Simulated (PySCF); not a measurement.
C₂H₉AlO₄Si, SMILES C[Si](C)(O)[O][Al]([OH])[OH], singlet, GFN2-xTB optimised geometry. Atoms within 1.6 Å of the plane z = 0.6 Å (x, y, z in Å): Si1 (1.04, 0.16, 0.00), C3 (1.77, 0.91, 1.58), O4 (-0.66, 0.53, 0.00), O5 (0.79, -1.41, 0.00), Al6 (-1.03, -1.41, 0.00), O8 (-1.75, -1.75, 1.44), H12 (1.76, 1.99, 1.56), H14 (2.80, 0.59, 1.70), H15 (-1.04, 1.41, 0.00).

Level of theory: PBE0/def2-SVP run with PySCF.

Map of the electrostatic potential (hartree/e), clipped to [-0.08, 0.12] on the plane z = 0.6 Å:

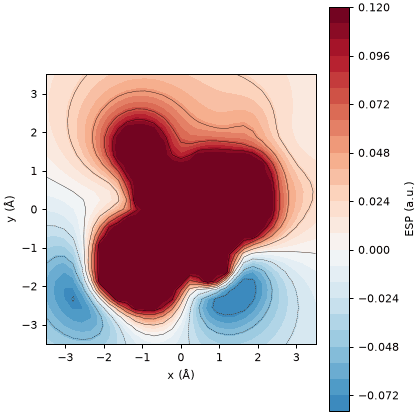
Electrostatic potential (hartree/e), clipped to [-0.08, 0.12] on the plane z = 0.6 Å.
